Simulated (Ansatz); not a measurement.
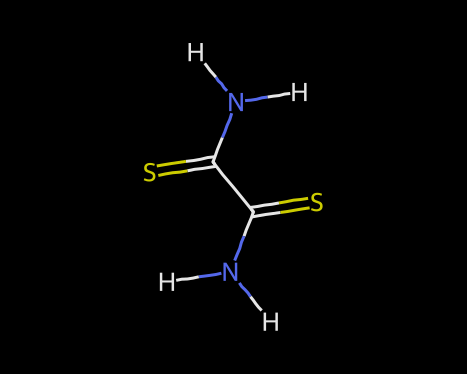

**Give its SMILES.**

NC(=S)C(N)=S

**Give the formula, hydrogens included.**

C2H4N2S2.

**An optimisation with PBE0-D4/def2-TZVP gave a structure of which point group?**

C2h.

More results for the same structure follow; atom numbers are the same in all pictures, views and colours differ. The geometry was computed by an optimisation with PBE0-D4/def2-TZVP.

**Charges**

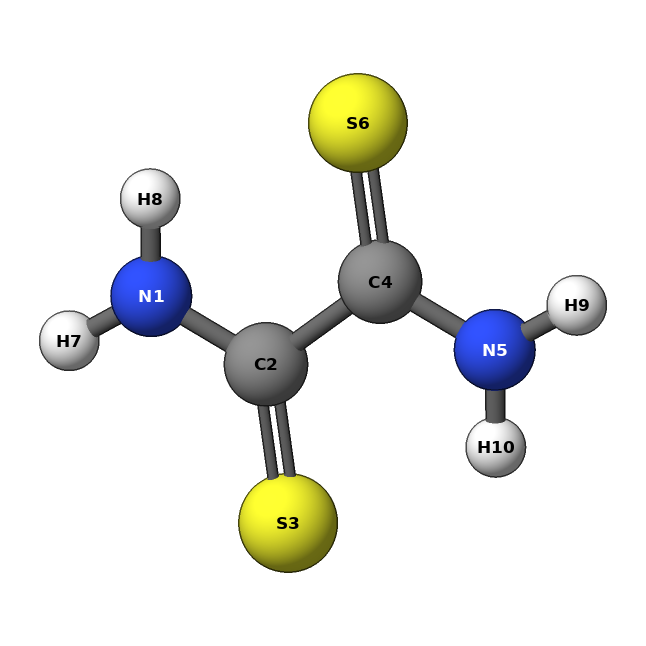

The questions are on Mulliken charges. Level of theory: RKS B3LYP-D4/def2-TZVPP (Ansatz 0.2.0).

**Which atom carries the highest charge (most positive or least negative)?**

H7, H9 (0.18 e).

**And the lowest?**

S3, S6 (−0.32 e).

List the Mulliken charges.

```
atom  value (e)
  N1      −0.16
  C2       0.13
  S3      −0.32
  C4       0.13
  N5      −0.16
  S6      −0.32
  H7       0.18
  H8       0.17
  H9       0.18
 H10       0.17
```

**Levels of theory compared**

Program: Ansatz 0.2.0.

Compare HOMO–LUMO gap (eV), HOMO energy (eV) at these levels: B97M-V/def2-TZVPP; BHLYP-D4/def2-TZVPP; CAM-B3LYP-D4/def2-TZVPP; HSE06 (plane-wave form)-D4/def2-TZVPP; PBE0-D4/def2-QZVPP; PBE0-D4/def2-SVP; SPW92 (LDA)/def2-TZVPP; r2SCANh-D4/def2-TZVPP; ωB97M-V/def2-QZVPP; ωB97M-V/def2-SVP; ωB97M-V/def2-TZVPP; ωB97X-V/def2-TZVPP.

```tsv
level	HOMO–LUMO gap (eV)	HOMO energy (eV)
B97M-V/def2-TZVPP	2.32	−5.54
BHLYP-D4/def2-TZVPP	5.86	−7.52
CAM-B3LYP-D4/def2-TZVPP	6.23	−7.76
HSE06 (plane-wave form)-D4/def2-TZVPP	3.11	−6.06
PBE0-D4/def2-QZVPP	3.85	−6.50
PBE0-D4/def2-SVP	3.96	−6.28
SPW92 (LDA)/def2-TZVPP	1.90	−5.42
r2SCANh-D4/def2-TZVPP	2.93	−5.95
ωB97M-V/def2-QZVPP	8.00	−8.65
ωB97M-V/def2-SVP	8.17	−8.36
ωB97M-V/def2-TZVPP	8.06	−8.59
ωB97X-V/def2-TZVPP	8.23	−8.77
```

**Thermal motion**

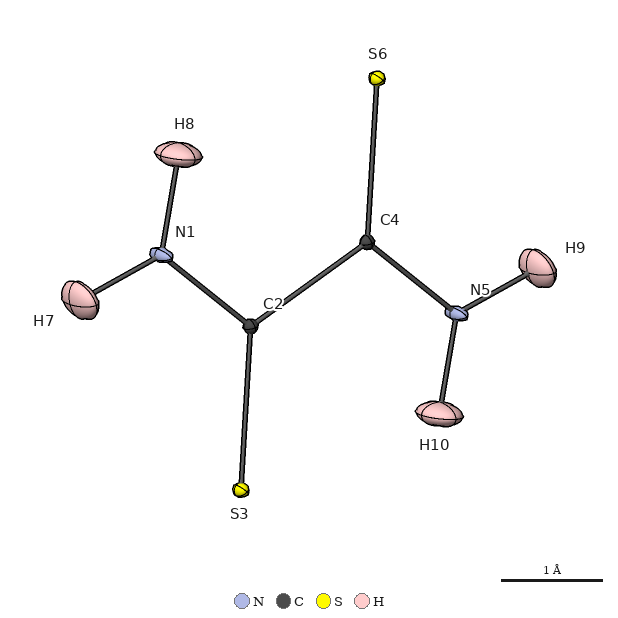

Displacement ellipsoids at the 50 % level, from the internal vibrations of the free molecule (harmonic, no overall translation or rotation; no half-axis is drawn under 0.075 Å). Vibrations computed with RKS PBE0-D4/def2-TZVP (Ansatz 0.2.0). Temperature: 100 K.

**Which atom has the largest mean-square displacement?**

H8, H10, with U_eq = 0.0220 Å².

**Does H8 move more along its bond or across it?**

Across it: the root-mean-square amplitude is 0.079 Å along the bond and up to 0.206 Å across, since bending and torsion are softer than stretching.

List U_eq and the three principal root-mean-square amplitudes for each kind of atom.

```csv
atom,U_eq (Å²),rms amplitudes (Å)
"N1, N5",0.0066,"0.036, 0.044, 0.128"
"C2, C4",0.0020,"0.034, 0.038, 0.058"
"S3, S6",0.0024,"0.022, 0.031, 0.076"
"H7, H9",0.0209,"0.078, 0.129, 0.200"
"H8, H10",0.0220,"0.077, 0.132, 0.206"
```

Mulliken values depend strongly on the basis set and can even reverse the polarity of a bond.
